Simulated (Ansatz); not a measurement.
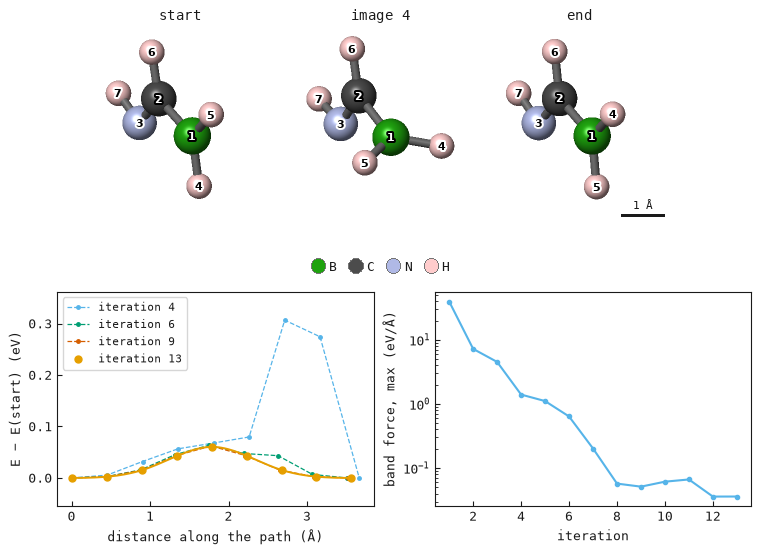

NEB run on CH4BN. Images are numbered from 0 (start) to 8 (end). The plot follows the band through its iterations. Style: ball-and-stick. Shown from a free direction.

Theory: Ansatz, RKS BLYP-D4/def2-SVP. Set-up: 7 movable images; climbing image; force threshold 0.05 eV/Å; iteration limit 60; starting path through a guess of the saddle point.

**Judge this run.**

The result is final at these settings. The band converged in 13 iterations. The largest component of the band force went from 40 to 0.036 eV/Å. The climbing image converged on the top of the path. Its vibrational analysis gives one imaginary mode (198i cm⁻¹), as a transition state must have. The first iteration put the highest image at 12.809 eV. The barrier is about 0.060 eV in both directions, with image 4 at the top; the ends have the same energy.

The run took 110 s on 1 thread of Arm Neoverse V1 (shared host), peak memory 0.11 GiB.
